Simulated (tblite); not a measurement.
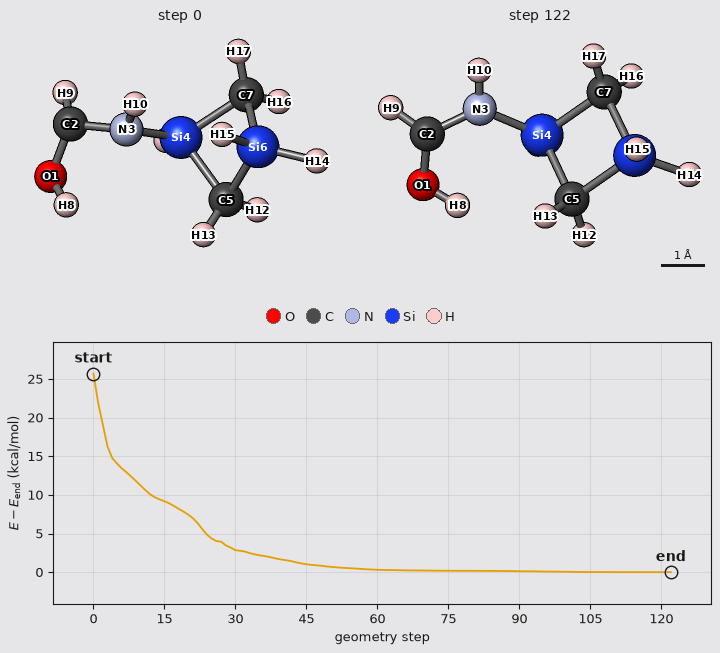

First and last geometry of a relaxation of C3H10NOSi2 (multiplicity 2), with the history of the run. A ball-and-stick model, seen face on.

Theory: GFN2-xTB geometry optimisation, gas phase (tblite). 

Q: Read the history and describe the run.

A: It converged. Over 122 geometry steps the energy falls by 25.7 kcal/mol. The atom that moves furthest after the best rigid fit is an H atom (1.35 Å). Largest moves by element: H 1.35 Å, N 0.73 Å, C 0.53 Å, Si 0.46 Å, O 0.46 Å. Near-neighbour distances that change, for instance: C–N 1.439 → 1.382 Å, C–Si 1.877 → 1.916 Å, H–O 0.996 → 0.963 Å, C–Si 1.895 → 1.925 Å. Among the angles between lasting bonds that change: H–C–H 117.9° → 106.6°, C–N–Si 116.2° → 126.5°, O–C–N 109.9° → 117.9°. Cost: 0.99 s on 1 thread of Arm Neoverse V1 (shared host).

| step | E − E(0), kcal/mol |
| --- | --- |
| 0 | 0.00 |
| 1 | -3.82 |
| 2 | -6.66 |
| 3 | -9.50 |
| 4 | -10.96 |
| 5 | -11.66 |
| 6 | -12.28 |
| 7 | -12.79 |
| 8 | -13.34 |
| 9 | -13.92 |
| 10 | -14.51 |
| 16 | -16.79 |
| 22 | -19.34 |
| 28 | -22.24 |
| 34 | -23.38 |
| 39 | -23.98 |
| 45 | -24.68 |
| 51 | -25.05 |
| 57 | -25.30 |
| 63 | -25.43 |
| 69 | -25.48 |
| 75 | -25.51 |
| 81 | -25.53 |
| 87 | -25.55 |
| 93 | -25.59 |
| 98 | -25.63 |
| 104 | -25.68 |
| 110 | -25.69 |
| 116 | -25.70 |
| 122 | -25.70 |
